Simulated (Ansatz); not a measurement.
**WH₅ClO₄: geometry relaxation (part 2 of 2)**

Continued. System: WH₅ClO₄. Method: RKS BHLYP-D4/def2-SVP (Ansatz 0.2.0). It belongs to a series of runs on one base structure; here: end point A relaxed.

Geometry of the input (Å):
```
W  0.0205  -0.3332  0.0485
H  0.0578  0.3687  1.5942
O  1.8299  -0.5542  0.6194
H  2.3188  0.1361  1.0669
Cl 0.5411  2.1022  -0.0321
O  -1.7917  -0.0845  0.2934
H  -2.3662  0.2846  0.9615
O  -0.0900  -2.1899  0.2052
H  0.6270  -2.8064  0.3516
O  0.1635  0.0365  -1.7754
H  0.3387  0.9272  -2.0957
```

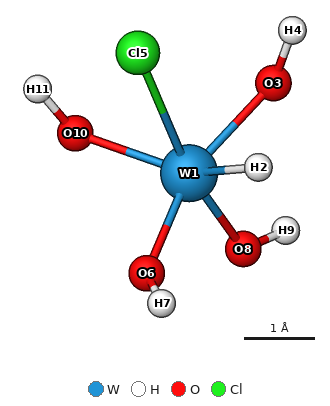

Fig. 1: The geometry at step 5 of the log (ball-and-stick view, seen at a tilt; atoms are numbered from 1 in the order of the input).

## Trajectory as extended XYZ (Å, eV, eV/Å), 8 frames, from step=1 to step=8
```
11
Properties=species:S:1:pos:R:3:forces:R:3 step=1 energy=-22603.74329
W     0.0205   -0.3332    0.0485    0.8650   0.2215   0.8555
H     0.0578    0.3687    1.5942   -0.3634  -0.0965  -0.4017
O     1.8299   -0.5542    0.6194   -0.4722  -0.0345  -0.4135
H     2.3188    0.1361    1.0669   -0.0435  -0.0673  -0.0439
Cl    0.5411    2.1022   -0.0321    0.0116   0.0007  -0.0050
O    -1.7917   -0.0845    0.2934   -0.0343   0.0285   0.0358
H    -2.3662    0.2846    0.9615    0.0322  -0.0332  -0.0449
O    -0.0900   -2.1899    0.2052    0.0027  -0.0077   0.0011
H     0.6270   -2.8064    0.3516    0.0161  -0.0079   0.0069
O     0.1635    0.0365   -1.7754    0.0037  -0.0013   0.0094
H     0.3387    0.9272   -2.0957   -0.0178  -0.0022   0.0004
11
Properties=species:S:1:pos:R:3:forces:R:3 step=2 energy=-22603.72183 accepted=F
W     0.0452   -0.3188    0.0720   -0.0908  -0.1305  -0.3838
H    -0.1341    0.4076    1.5623    0.6230   0.0216   0.2398
O     1.8513   -0.5884    0.5613   -0.2081   0.3379   0.3707
H     2.3646    0.0760    1.0196    0.1097  -0.0355  -0.0647
Cl    0.5719    2.1147   -0.0200    0.0614  -0.0678   0.0842
O    -1.7719   -0.0854    0.3010   -0.3372  -0.0762  -0.2323
H    -2.3578    0.2659    0.9679    0.0233  -0.0419  -0.0448
O    -0.0684   -2.1767    0.2264   -0.1029  -0.0617   0.0780
H     0.6469   -2.7937    0.3799    0.0099   0.0409  -0.0305
O     0.1760    0.0460   -1.7537   -0.0703   0.0566  -0.0285
H     0.3256    0.9398   -2.0791   -0.0181  -0.0434   0.0119
11
Properties=species:S:1:pos:R:3:forces:R:3 step=3 energy=-22603.78086
W     0.0341   -0.3245    0.0666    0.2320  -0.0835   0.0299
H    -0.0283    0.3908    1.5793    0.0354  -0.0195   0.0108
O     1.8346   -0.5667    0.5929   -0.1499   0.0942   0.0596
H     2.3506    0.1182    1.0177    0.0185  -0.0636  -0.0538
Cl    0.5893    2.1009   -0.0030   -0.0065   0.0055  -0.0224
O    -1.7866   -0.0923    0.2815   -0.1086   0.0675   0.0096
H    -2.3769    0.2623    0.9432    0.0164  -0.0435  -0.0437
O    -0.0832   -2.1815    0.2280   -0.0186  -0.0393   0.0419
H     0.6333   -2.7992    0.3722    0.0140   0.0167  -0.0084
O     0.1665    0.0424   -1.7585   -0.0311   0.1105  -0.0268
H     0.3161    0.9368   -2.0823   -0.0015  -0.0449   0.0034
11
Properties=species:S:1:pos:R:3:forces:R:3 step=4 energy=-22603.78324
W     0.0359   -0.3253    0.0709    0.0437  -0.0259  -0.1110
H    -0.0288    0.3869    1.5833    0.0245   0.0141   0.0250
O     1.8308   -0.5717    0.5986   -0.0204   0.1132   0.0608
H     2.3613    0.1166    0.9999    0.0062  -0.0686  -0.0427
Cl    0.5867    2.1022   -0.0103    0.0184   0.0013   0.0473
O    -1.7875   -0.0891    0.2752   -0.0474   0.0329   0.0277
H    -2.3835    0.2557    0.9367    0.0151  -0.0353  -0.0389
O    -0.0843   -2.1824    0.2371   -0.0325  -0.0263   0.0307
H     0.6337   -2.7997    0.3755    0.0125   0.0170  -0.0029
O     0.1646    0.0499   -1.7538   -0.0027   0.0141  -0.0097
H     0.3205    0.9438   -2.0755   -0.0175  -0.0366   0.0140
11
Properties=species:S:1:pos:R:3:forces:R:3 step=5 energy=-22603.78506
W     0.0373   -0.3250    0.0723   -0.0617  -0.0058  -0.0737
H    -0.0304    0.3874    1.5839    0.0010   0.0033   0.0238
O     1.8283   -0.5726    0.6023    0.0809   0.0968   0.0589
H     2.3745    0.1179    0.9792   -0.0285  -0.0818  -0.0418
Cl    0.5955    2.1010    0.0015    0.0175   0.0011   0.0186
O    -1.7887   -0.0875    0.2659   -0.0070   0.0174   0.0293
H    -2.3918    0.2452    0.9269    0.0169  -0.0269  -0.0336
O    -0.0874   -2.1817    0.2476   -0.0258  -0.0168   0.0204
H     0.6321   -2.7980    0.3823    0.0121   0.0153   0.0021
O     0.1647    0.0526   -1.7519    0.0076   0.0255  -0.0107
H     0.3152    0.9477   -2.0723   -0.0131  -0.0282   0.0067
11
Properties=species:S:1:pos:R:3:forces:R:3 step=6 energy=-22603.78616
W     0.0379   -0.3236    0.0724   -0.0575   0.0252  -0.0356
H    -0.0362    0.3863    1.5853   -0.0093  -0.0034   0.0122
O     1.8277   -0.5741    0.6036    0.1182   0.0789   0.0539
H     2.3912    0.1151    0.9583   -0.0760  -0.0964  -0.0491
Cl    0.6118    2.0998    0.0120   -0.0005  -0.0085   0.0054
O    -1.7902   -0.0873    0.2547    0.0107   0.0149   0.0293
H    -2.4021    0.2282    0.9158    0.0204  -0.0198  -0.0313
O    -0.0916   -2.1795    0.2605   -0.0163  -0.0020   0.0055
H     0.6306   -2.7926    0.3961    0.0146   0.0137   0.0064
O     0.1648    0.0590   -1.7510   -0.0046   0.0181   0.0009
H     0.3056    0.9559   -2.0701    0.0002  -0.0208   0.0023
11
Properties=species:S:1:pos:R:3:forces:R:3 step=7 energy=-22603.78713
W     0.0342   -0.3213    0.0706   -0.0170  -0.0536   0.0130
H    -0.0427    0.3763    1.5901   -0.0067   0.0078  -0.0018
O     1.8254   -0.5857    0.6000    0.0338   0.0103   0.0082
H     2.3922    0.1078    0.9351   -0.0049  -0.0131  -0.0047
Cl    0.6256    2.0917    0.0225    0.0075   0.0278   0.0083
O    -1.7935   -0.0860    0.2482    0.0104   0.0110   0.0029
H    -2.4117    0.2222    0.9060   -0.0061  -0.0149  -0.0021
O    -0.0917   -2.1776    0.2685   -0.0114   0.0152  -0.0075
H     0.6454   -2.7700    0.4176    0.0008   0.0066   0.0053
O     0.1617    0.0665   -1.7515   -0.0083   0.0194  -0.0128
H     0.3048    0.9631   -2.0695    0.0020  -0.0164  -0.0088
11
Properties=species:S:1:pos:R:3:forces:R:3 step=8 energy=-22603.78764
W     0.0337   -0.3180    0.0696   -0.0136   0.0036   0.0125
H    -0.0481    0.3758    1.5913    0.0016  -0.0038  -0.0080
O     1.8258   -0.5928    0.5970   -0.0066  -0.0074  -0.0063
H     2.4013    0.1004    0.9166   -0.0029   0.0040   0.0034
Cl    0.6385    2.0925    0.0327    0.0058   0.0007  -0.0064
O    -1.7947   -0.0851    0.2411    0.0042   0.0087   0.0116
H    -2.4217    0.1995    0.9014    0.0038  -0.0124  -0.0083
O    -0.0967   -2.1733    0.2748    0.0191  -0.0079   0.0004
H     0.6464   -2.7553    0.4379   -0.0163   0.0105  -0.0020
O     0.1573    0.0745   -1.7523    0.0124   0.0096   0.0077
H     0.3078    0.9689   -2.0723   -0.0073  -0.0057  -0.0046
```

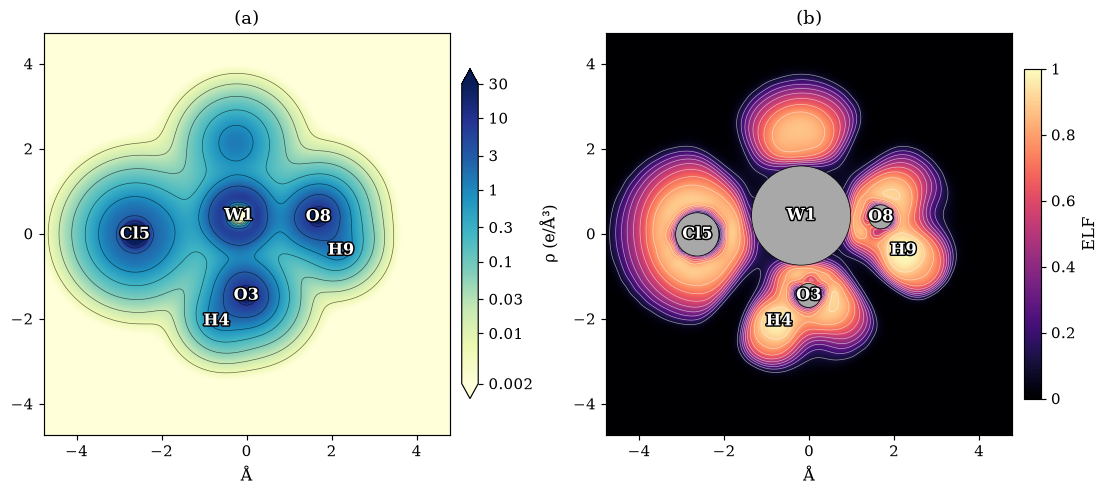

Fig. 2: (a) total electron density; (b) ELF on the plane of atoms O3, W1 and O8. Grey discs, where drawn, cover atomic cores. Atoms in the plane: W, O, H and Cl. O–H (0.96 Å): ρ is about 3.8 e/Å³ halfway, with its minimum of 2.4 e/Å³ about 0.8 Å from O; the ELF climbs to about 1 towards the hydrogen, as it does in any bond to H (a covalent bond by its length).

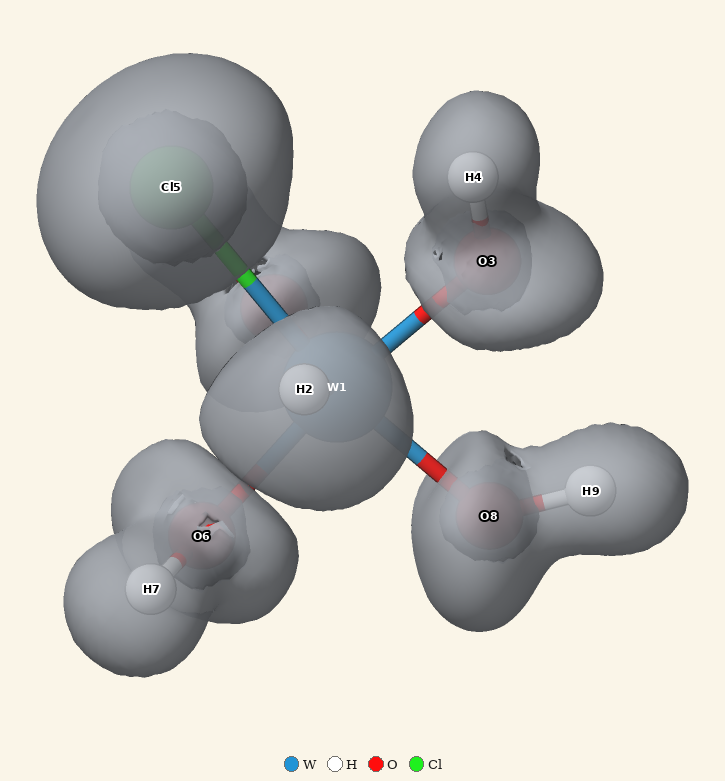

Fig. 3: Isosurface of the ELF at 0.75 (grey), seen face on. Core shells and regions of very low density are left out. Values along the shortest contacts: W–O (1.85 Å): the ELF peaks at about 0.85 in the valence shell of O, 0.6 Å from its nucleus, and drops to about 0.30 between the two atoms. W–Cl (2.49 Å): the ELF peaks at about 0.90 in the valence shell of Cl, 0.8 Å from its nucleus, and is about 0.40 at the midpoint.

## Key numbers

- outcome: converged
- total energy: −22603.7879 eV
- mean-field energy: −22603.3828 eV
- largest force (length of the vector) at the end: 0.021 eV/Å
- hardware: 4 threads of Arm Neoverse V1, 24 GiB of memory available, shared host
- wall time: 29 s (CPU time 1.8 min)
- peak memory: 0.35 GiB
